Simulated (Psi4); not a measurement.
**UBLYP/aug-cc-pVDZ run of SiF3 (trifluorosilyl)**

What is the vertical electron affinity of SiF3 (trifluorosilyl) at UBLYP/aug-cc-pVDZ? 

The results are computed with Psi4 1.11.

### 1 Starting point

The species is SiF3 (4 atoms), meant as a doublet with charge 0. SMILES: `F[Si](F)F`. The coordinates come from a PBE0-D4/def2-TZVP relaxation.

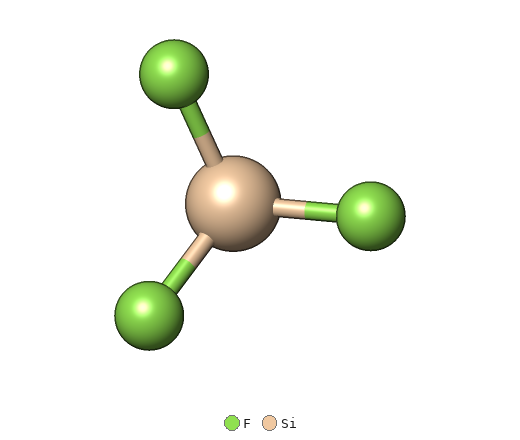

The structure, seen from a chosen angle (fluorine green, silicon light orange).

### 2 A single-point energy at UBLYP/aug-cc-pVDZ

File calc.inp:

```
memory 1600 mb

molecule system {
  0 2
  F      0.784850    -0.507040     1.151700
  Si    -0.282750     0.213060     0.234280
  F     -0.994260    -0.892250    -0.644340
  F      0.492160     1.186230    -0.741640
  symmetry c1
  no_reorient
  no_com
}

set {
  basis                aug-cc-pVDZ
  reference            uks
  puream               true
  e_convergence        1e-09
  d_convergence        1e-08
  scf_type             pk
  dft_radial_points    99
  dft_spherical_points 590
  maxiter              100
}

E, wfn = energy('blyp', return_wfn=True)
oeprop(wfn, 'QUADRUPOLE', 'MAYER_INDICES', 'DIPOLE', title='BLYP')
```

Run with:

```sh
psi4 calc.inp calc.out -n 1
```

calc.out, shortened:

```text
[...]
  Running in c1 symmetry.
[...]
  Nuclear repulsion =  176.798451223300987
[...]
  Multiplicity = 2
[...]
  Nalpha       = 21
  Nbeta        = 20
[...]
    Number of basis functions: 96
[...]
   @UKS iter   1:  -588.97777254334949   -1.72843e-01   7.68972e-03 DIIS/ADIIS
[...]
   @UKS iter  10:  -589.15416867047384   -4.53610e-11   8.98563e-09 DIIS
[...]
   @S^2 Observed:                7.508759170E-01
[...]
    Orbital Energies [Eh]
    ---------------------
    Alpha Occupied:
       1A    -65.641229     2A    -24.347715     3A    -24.347700
       4A    -24.347694     5A     -5.196098     6A     -3.616252
       7A     -3.616251     8A     -3.615657     9A     -1.145522
      10A     -1.118493    11A     -1.118473    12A     -0.543325
      13A     -0.474061    14A     -0.474046    15A     -0.443665
      16A     -0.417394    17A     -0.417389    18A     -0.395134
      19A     -0.395116    20A     -0.379035    21A     -0.236598
    Alpha Virtual:
      22A     -0.013182    23A     -0.013159    24A     -0.006161
      25A      0.012685    26A      0.055721    27A      0.055744
[...]
  @UKS Final Energy:  -589.15416867047384
   => Energetics <=
    Nuclear Repulsion Energy =            176.7984512233009866
    One-Electron Energy =               -1170.1596943234349055
    Two-Electron Energy =                 456.5754508150603215
    DFT Exchange-Correlation Energy =     -52.3683763854002109
    Empirical Dispersion Energy =           0.0000000000000000
    VV10 Nonlocal Energy =                  0.0000000000000000
    Total Energy =                       -589.1541686704738368
[...]
 Multipole Moments:
 ------------------------------------------------------------------------------------
     Multipole            Electronic (a.u.)      Nuclear  (a.u.)        Total (a.u.)
 ------------------------------------------------------------------------------------
 L = 1.  Multiply by 2.5417464519 to convert [e a0] to [Debye]
 Dipole X            :          2.3815732           -2.6716003           -0.2900271
 Dipole Y            :         -1.7947568            2.0131252            0.2183684
 Dipole Z            :         -1.9734464            2.2136252            0.2401788
 Magnitude           :                                                    0.4353003
 L = 2.  Multiply by 1.3450342976 to convert [e a0^2] to [Debye ang]
 Quadrupole XX       :        -83.9745449           63.3511946          -20.6233502
 Quadrupole XY       :        -32.2441165           31.4737223           -0.7703943
[...]
```

It took 24 s on 1 thread of Intel Xeon Platinum 8259CL at 2.50GHz (Skylake/Cascade Lake), shared host; peak memory 0.74 GiB.

### 3 The singlet anion: energy and gradient at BLYP/aug-cc-pVDZ

File input.in:

```
memory 1600 MB

molecule geom {
  -1 1
  F
  Si 1 r2
  F 2 r3 1 a3
  F 2 r4 3 a4 1 d4

  r2 = 1.58113
  r3 = 1.581117
  a3 = 107.93279
  r4 = 1.581128
  a4 = 107.92824
  d4 = 116.38705
  symmetry c1
  no_reorient
  no_com
}

set puream true
set e_convergence 1e-09
set d_convergence 1e-08
set scf_type pk
set dft_radial_points 99
set dft_spherical_points 590

e_tot, wfn = gradient('blyp/aug-cc-pVDZ', return_wfn=True)
oeprop(wfn, 'QUADRUPOLE', 'WIBERG_LOWDIN_INDICES', 'LOWDIN_CHARGES')
```

Run with:

```sh
psi4 -n 1 input.in input.out
```

input.out, shortened:

```text
[...]
  Running in c1 symmetry.
[...]
  Nuclear repulsion =  176.798443899773531
[...]
  Multiplicity = 1
[...]
  Nalpha       = 21
  Nbeta        = 21
[...]
    Number of basis functions: 96
[...]
   @RKS iter   1:  -588.93748416501114   -1.32555e-01   8.73289e-03 DIIS/ADIIS
[...]
   @RKS iter  11:  -589.21339531013462   -6.82121e-12   1.03544e-09 DIIS
[...]
  @RKS Final Energy:  -589.21339531013462
   => Energetics <=
    Nuclear Repulsion Energy =            176.7984438997735310
    One-Electron Energy =               -1180.0184448081795381
    Two-Electron Energy =                 466.6053555565098918
    DFT Exchange-Correlation Energy =     -52.5987499582384643
    Empirical Dispersion Energy =           0.0000000000000000
    VV10 Nonlocal Energy =                  0.0000000000000000
    Total Energy =                       -589.2133953101346151
[...]
  -Total Gradient:
     Atom            X                  Y                   Z
    ------   -----------------  -----------------  -----------------
       1        0.018118792540     0.011212132372     0.086797060373
       2       -0.121452379479    -0.075325586103    -0.054792752783
       3        0.018106991790     0.086161707497    -0.016056690573
       4        0.085206613568    -0.022030469637    -0.016052438470
[...]
 Multipole Moments:
 ------------------------------------------------------------------------------------
     Multipole            Electronic (a.u.)      Nuclear  (a.u.)        Total (a.u.)
 ------------------------------------------------------------------------------------
 L = 1.  Multiply by 2.5417464519 to convert [e a0] to [Debye]
 Dipole X            :         -1.3331802            0.4251358           -0.9080443
 Dipole Y            :         -0.8266627            0.2635390           -0.5631237
 Dipole Z            :         -0.6015067            0.1918256           -0.4096812
 Magnitude           :                                                    1.1443301
 L = 2.  Multiply by 1.3450342976 to convert [e a0^2] to [Debye ang]
 Quadrupole XX       :        -74.5501703           45.5597983          -28.9903719
 Quadrupole XY       :         36.4644743          -36.9119800           -0.4475057
[...]
```

Run time: 38 s. Hardware: 1 thread of Intel Xeon Platinum 8259CL at 2.50GHz (Skylake/Cascade Lake), shared host; peak memory 0.75 GiB.

### 4 What came out

At UBLYP/aug-cc-pVDZ:

| quantity | value |
| --- | --- |
| doublet SiF3: total energy | -589.15417 Eh |
| doublet SiF3: dipole moment | 1.11 D |
| doublet SiF3: HOMO energy (highest over α and β) | -6.44 eV |
| doublet SiF3: LUMO energy (lowest over α and β) | -4.66 eV |
| doublet SiF3: ⟨S²⟩ | 0.751 |
| singlet anion: total energy | -589.21340 Eh |
| singlet anion: HOMO energy | 1.27 eV |
| singlet anion: LUMO energy | 3.67 eV |
| singlet anion: HOMO–LUMO gap (to an unbound level, set by the basis) | 2.40 eV |
| singlet anion: largest force on an atom | 7.871 eV/Å |
| vertical electron affinity (to the singlet anion) | 1.612 eV |

In words: At fixed nuclei the extra electron is bound by 1.61 eV (155 kJ/mol). The HOMO (singlet anion) lies at positive energy, 1.27 eV, as semi-local functionals often give for anions; only total energies tell whether the electron is bound.
